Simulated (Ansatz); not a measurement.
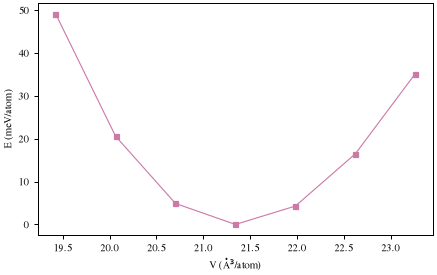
Fig. 1. Ga₂AsP in space group R3m (No. 160; Ga on 3a, Ga on 3a, P on 3a, As on 3a) under volume change, PBEsol in the plane-wave PAW code Ansatz, shape and atoms relaxed at each volume.

What does a third-order Birch–Murnaghan fit give for V₀, B₀ and B′?

V₀ = 21.34 Å³/atom, B₀ = 76.5 GPa, B′ = 4.6.

The workflow started from a Materials Project entry (that database holds measured and hypothetical structures alike); the Crystallography Open Database copy checked does not list it. With P and As taken as one species the cell has the higher symmetry F-43m, so it may be an ordered model of a mixed-site phase. Whether it is the stable phase at ambient conditions was not checked. The PBEsol relaxation kept the symmetry of its start; whether a distortion lowers the energy is not shown.

Potentials: the later of the program's two PAW sets.
